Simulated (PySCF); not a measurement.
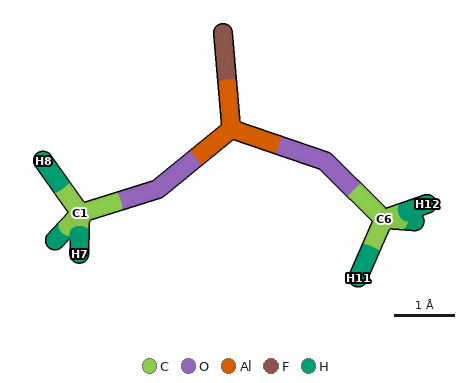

**Figure 1.** The structure as given in the input (stick view, seen at a tilt; atoms are numbered from 1 in the order of the input). Sticks mark near contacts. Bond lengths as drawn: Al–F 1.64 Å, Al–O 1.64 to 1.66 Å, C–H 1.07 to 1.11 Å and C–O 1.38 to 1.39 Å.

C2H6AlFO2: geometry relaxation (part 1 of 2)

C2H6AlFO2, computed with PBE0-D3(BJ)/def2-SVP geometry optimisation, gas phase (PySCF 2.14.0).

**Input file**
```
{"job": {"xc": "PBE0", "basis": "def2-SVP", "d3": "d3bj", "grid": 1, "shake": 0.01, "kind": "geom"}, "charge": 0, "multiplicity": 1}
C     -2.505830    -0.664140     0.041850
O     -1.243510    -0.102030     0.131530
Al    -0.099770     1.046930     0.361440
F     -0.394600     2.624260     0.710710
O      1.524910     0.702010     0.267110
C      2.609750    -0.148240     0.079360
H     -2.528580    -1.614080     0.535390
H     -3.249960     0.016820     0.504340
H     -2.791620    -0.763850    -0.995060
H      3.221160     0.223180    -0.731990
H      2.274640    -1.168380    -0.148110
H      3.223110    -0.180760     0.999120
```

The first line tells a small driver script what to run in PySCF; the rest is the geometry in Å.

Machine: 1 CPU thread, shared host.

Run as:
```bash
OMP_NUM_THREADS=1 python <driver script> task.json out
```

**The program's output**
```
step   0  E = -571.90049822  max force = 0.035922
step   1  E = -571.90469274  max force = 0.008619
step   2  E = -571.90499333  max force = 0.002505
step   3  E = -571.90510035  max force = 0.002467
step   4  E = -571.90529635  max force = 0.004110
step   5  E = -571.90544364  max force = 0.003378
step   6  E = -571.90552664  max force = 0.002399
step   7  E = -571.90556996  max force = 0.000936
step   8  E = -571.90558984  max force = 0.000930
step   9  E = -571.90560700  max force = 0.000860
step  10  E = -571.90562191  max force = 0.001176
step  11  E = -571.90563326  max force = 0.001061
step  12  E = -571.90563996  max force = 0.000762
step  13  E = -571.90564160  max force = 0.000733
step  14  E = -571.90564398  max force = 0.000470
step  15  E = -571.90564722  max force = 0.000570
step  16  E = -571.90565564  max force = 0.000820
step  17  E = -571.90567271  max force = 0.001071
step  18  E = -571.90568636  max force = 0.000840
step  19  E = -571.90569337  max force = 0.000572
step  20  E = -571.90569997  max force = 0.000566
step  21  E = -571.90570479  max force = 0.000780
step  22  E = -571.90570921  max force = 0.000573
step  23  E = -571.90571238  max force = 0.000347
optimisation converged
```

**Trajectory as extended XYZ (Å, eV, eV/Å), 24 frames, from step=0 to step=23**
```
12
Properties=species:S:1:pos:R:3:forces:R:3 step=0 energy=-15562.20522
C    -2.5058   -0.6641    0.0418    0.2579   1.8472   0.3034
O    -1.2435   -0.1020    0.1315   -0.4970  -0.6737  -0.1338
Al   -0.0998    1.0469    0.3614    0.9327   0.0778   0.0276
F    -0.3946    2.6243    0.7107   -0.3587   0.4643   0.1029
O     1.5249    0.7020    0.2671    0.3930  -0.0924  -0.0205
C     2.6098   -0.1482    0.0794   -0.9627   0.2666   0.7687
H    -2.5286   -1.6141    0.5354   -0.1333  -1.0336   0.4467
H    -3.2500    0.0168    0.5043   -0.0732  -0.3097   0.0421
H    -2.7916   -0.7639   -0.9951   -0.2417  -0.3322  -0.7670
H     3.2212    0.2232   -0.7320    0.5250   0.1140  -0.5552
H     2.2746   -1.1684   -0.1481    0.1067  -0.2772  -0.1071
H     3.2231   -0.1808    0.9991    0.0514  -0.0510  -0.1079
12
Properties=species:S:1:pos:R:3:forces:R:3 step=1 energy=-15562.31936
C    -2.4708   -0.5286    0.1014   -0.1324  -0.4432  -0.0312
O    -1.1647   -0.0994    0.1474    0.4016   0.1830   0.0095
Al   -0.0055    1.0845    0.3873   -0.2364  -0.0882  -0.0163
F    -0.4499    2.6414    0.7485    0.0564  -0.0734  -0.0267
O     1.6269    0.7429    0.2697   -0.1953   0.2197   0.0734
C     2.5456   -0.2530    0.0175    0.4048  -0.0336  -0.1374
H    -2.5602   -1.5233    0.5933   -0.0508   0.2386  -0.1213
H    -3.1730    0.1563    0.6036   -0.0444   0.0981   0.0532
H    -2.8116   -0.6507   -0.9462    0.0054   0.0135   0.1095
H     3.2173    0.0483   -0.8138   -0.0995  -0.1017   0.1164
H     2.0895   -1.2217   -0.2542   -0.0744  -0.0029  -0.0068
H     3.1890   -0.4248    0.9008   -0.0351  -0.0098  -0.0225
12
Properties=species:S:1:pos:R:3:forces:R:3 step=2 energy=-15562.32754
C    -2.4647   -0.5379    0.1009   -0.1104   0.0153   0.0276
O    -1.1522   -0.1115    0.1428    0.1065  -0.0703  -0.0243
Al   -0.0090    1.0817    0.3825   -0.0917  -0.0327  -0.0011
F    -0.4549    2.6364    0.7417    0.0080  -0.0155  -0.0148
O     1.6265    0.7552    0.2707    0.0551   0.1288   0.0165
C     2.5489   -0.2449    0.0190    0.0253  -0.1035  -0.0256
H    -2.5740   -1.5236    0.5902    0.0394   0.0452  -0.0076
H    -3.1546    0.1622    0.6071   -0.0024  -0.0021  -0.0053
H    -2.8149   -0.6526   -0.9412    0.0201   0.0090   0.0104
H     3.2223    0.0400   -0.8100   -0.0348   0.0159   0.0166
H     2.0744   -1.2061   -0.2526    0.0063  -0.0065   0.0019
H     3.1850   -0.4270    0.9042   -0.0213   0.0164   0.0057
12
Properties=species:S:1:pos:R:3:forces:R:3 step=3 energy=-15562.33045
C    -2.4631   -0.5390    0.1020   -0.0491   0.1213   0.0274
O    -1.1444   -0.1257    0.1379    0.0130  -0.1269  -0.0329
Al   -0.0105    1.0738    0.3768   -0.0266   0.0162   0.0075
F    -0.4678    2.6255    0.7298   -0.0070   0.0171  -0.0080
O     1.6289    0.7628    0.2711    0.0817   0.0684   0.0018
C     2.5502   -0.2419    0.0213   -0.0742  -0.0647   0.0137
H    -2.5764   -1.5205    0.5919    0.0133  -0.0415   0.0291
H    -3.1442    0.1689    0.6107    0.0154  -0.0183  -0.0149
H    -2.8169   -0.6496   -0.9382    0.0026  -0.0020  -0.0186
H     3.2229    0.0433   -0.8054    0.0168   0.0193  -0.0210
H     2.0731   -1.2017   -0.2519    0.0136   0.0049   0.0082
H     3.1810   -0.4241    0.9093    0.0004   0.0061   0.0078
12
Properties=species:S:1:pos:R:3:forces:R:3 step=4 energy=-15562.33579
C    -2.4562   -0.5434    0.1057    0.0695   0.2113   0.0112
O    -1.1215   -0.1691    0.1236   -0.1021  -0.1923  -0.0353
Al   -0.0142    1.0544    0.3596    0.0714   0.1090   0.0206
F    -0.5086    2.5982    0.6925   -0.0282   0.0440  -0.0016
O     1.6363    0.7875    0.2714    0.0897  -0.0435  -0.0235
C     2.5507   -0.2311    0.0287   -0.1796   0.0280   0.0555
H    -2.5857   -1.5175    0.5996   -0.0273  -0.1169   0.0546
H    -3.1084    0.1865    0.6209    0.0116  -0.0269  -0.0124
H    -2.8225   -0.6428   -0.9300   -0.0227  -0.0234  -0.0378
H     3.2285    0.0514   -0.7923    0.0695   0.0095  -0.0474
H     2.0654   -1.1856   -0.2483    0.0173   0.0082   0.0098
H     3.1688   -0.4167    0.9240    0.0309  -0.0070   0.0063
12
Properties=species:S:1:pos:R:3:forces:R:3 step=5 energy=-15562.33979
C    -2.4434   -0.5486    0.1106    0.1218   0.1708  -0.0048
O    -1.0938   -0.2192    0.1087   -0.1264  -0.1737  -0.0213
Al   -0.0180    1.0369    0.3398    0.1034   0.1578   0.0243
F    -0.5584    2.5704    0.6486   -0.0321   0.0333   0.0011
O     1.6433    0.8173    0.2701    0.0542  -0.1129  -0.0362
C     2.5467   -0.2168    0.0373   -0.1647   0.0847   0.0573
H    -2.5948   -1.5162    0.6115   -0.0443  -0.1038   0.0467
H    -3.0646    0.2041    0.6302    0.0033  -0.0194  -0.0056
H    -2.8250   -0.6406   -0.9203   -0.0305  -0.0277  -0.0321
H     3.2357    0.0583   -0.7770    0.0692  -0.0037  -0.0400
H     2.0524   -1.1652   -0.2437    0.0113   0.0057   0.0074
H     3.1526   -0.4085    0.9394    0.0349  -0.0110   0.0032
12
Properties=species:S:1:pos:R:3:forces:R:3 step=6 energy=-15562.34205
C    -2.4306   -0.5529    0.1140    0.0797   0.0629  -0.0103
O    -1.0734   -0.2531    0.1028   -0.0647  -0.0873  -0.0030
Al   -0.0206    1.0299    0.3285    0.0669   0.1234   0.0171
F    -0.5943    2.5547    0.6233   -0.0200   0.0056  -0.0004
O     1.6461    0.8376    0.2666   -0.0005  -0.1005  -0.0323
C     2.5405   -0.2059    0.0419   -0.0643   0.0714   0.0301
H    -2.6016   -1.5140    0.6257   -0.0270  -0.0382   0.0195
H    -3.0346    0.2167    0.6282   -0.0037  -0.0045   0.0001
H    -2.8200   -0.6492   -0.9145   -0.0165  -0.0173  -0.0108
H     3.2386    0.0598   -0.7697    0.0303  -0.0099  -0.0144
H     2.0405   -1.1512   -0.2383    0.0020   0.0006   0.0038
H     3.1423   -0.4004    0.9468    0.0177  -0.0062   0.0005
12
Properties=species:S:1:pos:R:3:forces:R:3 step=7 energy=-15562.34323
C    -2.4236   -0.5554    0.1150    0.0074  -0.0179  -0.0061
O    -1.0657   -0.2628    0.1080    0.0083  -0.0059   0.0082
Al   -0.0219    1.0332    0.3291    0.0122   0.0481   0.0056
F    -0.6075    2.5540    0.6230   -0.0047  -0.0140  -0.0052
O     1.6451    0.8431    0.2619   -0.0319  -0.0426  -0.0197
C     2.5364   -0.2016    0.0410    0.0233   0.0211   0.0027
H    -2.6056   -1.5102    0.6391   -0.0008   0.0152  -0.0017
H    -3.0285    0.2229    0.6146   -0.0038   0.0058   0.0017
H    -2.8093   -0.6665   -0.9143    0.0014  -0.0043   0.0066
H     3.2357    0.0564   -0.7739   -0.0066  -0.0062   0.0059
H     2.0351   -1.1480   -0.2324   -0.0034  -0.0016   0.0022
H     3.1425   -0.3932    0.9443   -0.0016   0.0024  -0.0001
12
Properties=species:S:1:pos:R:3:forces:R:3 step=8 energy=-15562.34377
C    -2.4206   -0.5573    0.1162   -0.0299  -0.0349  -0.0016
O    -1.0630   -0.2660    0.1166    0.0373   0.0239   0.0106
Al   -0.0232    1.0359    0.3325   -0.0108  -0.0013  -0.0034
F    -0.6137    2.5545    0.6278    0.0030  -0.0127  -0.0064
O     1.6425    0.8431    0.2567   -0.0346  -0.0027  -0.0100
C     2.5353   -0.1994    0.0382    0.0478  -0.0086  -0.0065
H    -2.6098   -1.5042    0.6528    0.0101   0.0261  -0.0054
H    -3.0297    0.2286    0.5987   -0.0021   0.0063   0.0001
H    -2.7983   -0.6843   -0.9146    0.0074   0.0006   0.0101
H     3.2311    0.0545   -0.7813   -0.0163  -0.0017   0.0097
H     2.0353   -1.1488   -0.2274   -0.0034  -0.0011   0.0024
H     3.1468   -0.3848    0.9394   -0.0084   0.0062   0.0003
12
Properties=species:S:1:pos:R:3:forces:R:3 step=9 energy=-15562.34424
C    -2.4187   -0.5599    0.1192   -0.0442  -0.0291   0.0019
O    -1.0604   -0.2728    0.1295    0.0373   0.0344   0.0086
Al   -0.0259    1.0357    0.3357   -0.0182  -0.0403  -0.0090
F    -0.6229    2.5511    0.6316    0.0075  -0.0012  -0.0063
O     1.6384    0.8428    0.2481   -0.0233   0.0241  -0.0023
C     2.5363   -0.1955    0.0336    0.0432  -0.0218  -0.0075
H    -2.6183   -1.4932    0.6753    0.0128   0.0201  -0.0023
H    -3.0316    0.2388    0.5755    0.0014   0.0039  -0.0016
H    -2.7841   -0.7102   -0.9128    0.0085   0.0014   0.0081
H     3.2259    0.0550   -0.7921   -0.0144   0.0014   0.0069
H     2.0401   -1.1500   -0.2211   -0.0015   0.0000   0.0029
H     3.1540   -0.3699    0.9327   -0.0090   0.0071   0.0006
12
Properties=species:S:1:pos:R:3:forces:R:3 step=10 energy=-15562.34464
C    -2.4195   -0.5638    0.1251   -0.0319  -0.0087   0.0039
O    -1.0593   -0.2839    0.1474    0.0142   0.0284   0.0025
Al   -0.0300    1.0311    0.3382   -0.0138  -0.0604  -0.0107
F    -0.6336    2.5436    0.6327    0.0085   0.0130  -0.0059
O     1.6328    0.8417    0.2358   -0.0030   0.0332   0.0026
C     2.5405   -0.1893    0.0267    0.0162  -0.0165  -0.0023
H    -2.6333   -1.4766    0.7081    0.0079   0.0046   0.0048
H    -3.0347    0.2531    0.5451    0.0039  -0.0001  -0.0023
H    -2.7689   -0.7455   -0.9072    0.0054  -0.0013   0.0032
H     3.2214    0.0597   -0.8061   -0.0044   0.0022   0.0004
H     2.0521   -1.1513   -0.2144    0.0013   0.0007   0.0030
H     3.1652   -0.3470    0.9239   -0.0042   0.0050   0.0008
12
Properties=species:S:1:pos:R:3:forces:R:3 step=11 energy=-15562.34495
C    -2.4241   -0.5685    0.1342   -0.0016   0.0125   0.0047
O    -1.0615   -0.2977    0.1681   -0.0166   0.0127  -0.0060
Al   -0.0349    1.0218    0.3385   -0.0036  -0.0545  -0.0073
F    -0.6428    2.5334    0.6285    0.0063   0.0211  -0.0063
O     1.6268    0.8395    0.2210    0.0168   0.0241   0.0042
C     2.5483   -0.1807    0.0181   -0.0172   0.0002   0.0044
H    -2.6536   -1.4563    0.7480   -0.0012  -0.0106   0.0118
H    -3.0394    0.2686    0.5125    0.0039  -0.0033  -0.0015
H    -2.7570   -0.7865   -0.8963   -0.0001  -0.0055  -0.0015
H     3.2197    0.0694   -0.8214    0.0072   0.0009  -0.0061
H     2.0718   -1.1519   -0.2095    0.0036   0.0006   0.0028
H     3.1794   -0.3190    0.9138    0.0025   0.0017   0.0008
12
Properties=species:S:1:pos:R:3:forces:R:3 step=12 energy=-15562.34514
C    -2.4320   -0.5746    0.1470    0.0290   0.0227   0.0064
O    -1.0669   -0.3130    0.1892   -0.0378  -0.0030  -0.0149
Al   -0.0404    1.0090    0.3355    0.0064  -0.0265  -0.0008
F    -0.6498    2.5219    0.6164    0.0016   0.0186  -0.0070
O     1.6206    0.8367    0.2043    0.0271   0.0045   0.0035
C     2.5587   -0.1697    0.0081   -0.0392   0.0164   0.0081
H    -2.6764   -1.4348    0.7927   -0.0090  -0.0178   0.0149
H    -3.0450    0.2820    0.4824    0.0015  -0.0042  -0.0002
H    -2.7510   -0.8311   -0.8788   -0.0050  -0.0085  -0.0037
H     3.2222    0.0843   -0.8363    0.0139  -0.0011  -0.0091
H     2.0980   -1.1509   -0.2084    0.0041   0.0000   0.0022
H     3.1947   -0.2879    0.9031    0.0074  -0.0010   0.0006
12
Properties=species:S:1:pos:R:3:forces:R:3 step=13 energy=-15562.34518
C    -2.4395   -0.5812    0.1610    0.0377   0.0155   0.0096
O    -1.0730   -0.3253    0.2037   -0.0353  -0.0082  -0.0203
Al   -0.0452    0.9977    0.3286    0.0097   0.0054   0.0060
F    -0.6542    2.5134    0.5981   -0.0030   0.0072  -0.0071
O     1.6158    0.8351    0.1895    0.0218  -0.0109   0.0017
C     2.5681   -0.1586   -0.0008   -0.0352   0.0189   0.0058
H    -2.6923   -1.4200    0.8314   -0.0096  -0.0133   0.0114
H    -3.0497    0.2885    0.4662   -0.0009  -0.0025   0.0004
H    -2.7529   -0.8676   -0.8586   -0.0060  -0.0076  -0.0022
H     3.2279    0.1001   -0.8468    0.0114  -0.0024  -0.0068
H     2.1218   -1.1477   -0.2116    0.0025  -0.0006   0.0014
H     3.2059   -0.2625    0.8946    0.0070  -0.0015   0.0000
```
